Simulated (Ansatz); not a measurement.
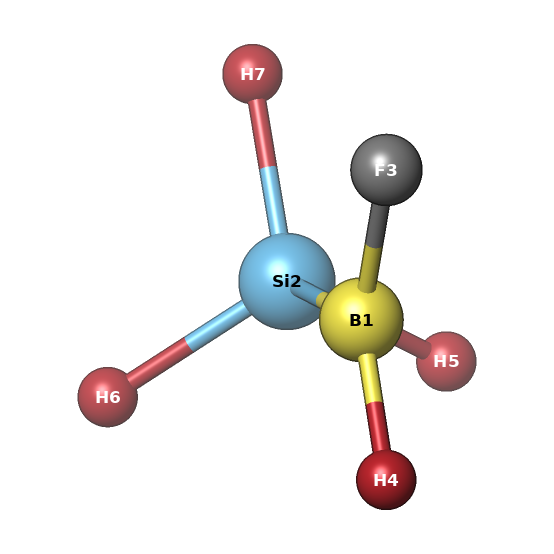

Si2 lies behind B1. The molecule seen a little off the B1–Si2 bond, B1 in front. Atoms fade into the background with distance from the viewer. Computed geometry: PBE-D4/def2-SVP optimisation. No frequency run is at hand to confirm it as a minimum.

What is the torsion angle F3–B1–Si2–H5? The sign is positive where the front bond must turn clockwise to cover the back bond.

Answer. 118°, anticlinal.
